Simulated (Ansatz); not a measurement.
The starting structures come from a database of crystals and need not be the phases stable at ambient conditions.

 Where the default PAW files enter, the runs use the earlier of Ansatz's two default sets.

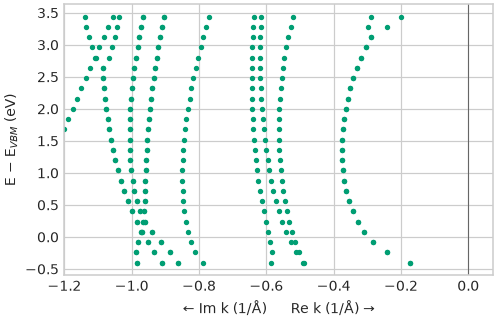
*Complex bands at the centre of the two-dimensional zone; r2SCAN in Ansatz (a program for electronic structure)*

The gap is the functional's own. No spin-orbit coupling. Mid-gap values are interpolated on the energy grid.

Q: This is RbIO3 (R3m, not sure to be the ambient phase, 5 atoms a cell, 18.5 Å³ an atom) along the normal of (110). Read off the slowest decay at the centre of the two-dimensional zone at 1.52 eV, the computed energy nearest the middle of the gap.

A: κ ≈ 0.38 1/Å, a decay length 1/(2κ) of the density of 1.3 Å.
